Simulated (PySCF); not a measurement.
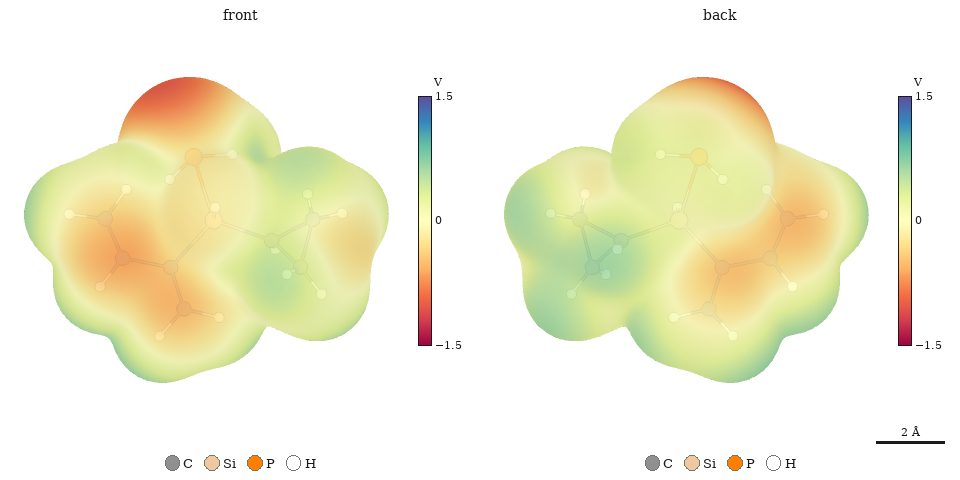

Figure 1: C7H13PSi. The molecular electrostatic potential painted on the density surface at 0.001 e/bohr³, seen from the front and from behind; red is negative and blue positive.

Geometry: GFN2-xTB.

Method: PBE0/pcSseg-1, SCF density, gas phase, non-relativistic in PySCF.

```xyz
22

C    -3.1014    0.6592    0.9097
C    -2.7057   -0.4007    0.2170
C    -1.3306   -0.7057   -0.1444
C    -1.0640   -1.8175   -0.8352
Si    0.0577    0.4888    0.3613
P    -0.4397    2.6145   -0.2088
C     1.6832   -0.0634   -0.4259
C     2.5170   -1.1216    0.2374
C     2.9755    0.2975    0.2491
H    -4.1398    0.8247    1.1429
H    -2.4074    1.4039    1.2667
H    -3.4441   -1.1202   -0.1203
H    -1.8443   -2.5026   -1.1338
H    -0.0619   -2.0867   -1.1204
H     0.2129    0.4855    1.8279
H     0.6617    2.8131   -1.0202
H    -1.2441    2.2731   -1.2812
H     1.7149   -0.0583   -1.5101
H     3.0456   -1.8270   -0.3872
H     2.1561   -1.5482    1.1606
H     2.9283    0.8403    1.1810
H     3.8195    0.5711   -0.3672
```

Question: Where is the surface potential most negative and most positive?

Answer: The most negative region (about −1.0 V) lies over P6, the most positive (about +0.6 V) over the H atoms.
